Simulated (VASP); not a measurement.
Band structure of CeAs (space group Fm-3m). All values below come from LDA (Ceperley-Alder, Perdew-Zunger), VASP's LDA PAW potentials (set 64) (plane waves; VASP 6.6.1).

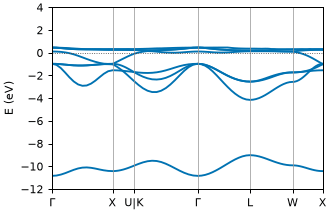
Bands along high-symmetry lines, zero at the valence-band maximum or, without a gap, the Fermi level

**Question.** Read the plot: is there a gap, and where are the band edges?

**Answer.** It has no gap at this level: it comes out as a metal or semimetal. (Edges off the drawn lines would not show.)

The structure comes from a computed database's CeAs entry (Fm-3m); how it stands against other phases isn't given here. It was relaxed first, which changed the volume by -12 %. The run is not spin-polarised, so no magnetic state was tried. The electron count is odd and the run is not spin-polarised, which forces a metal.
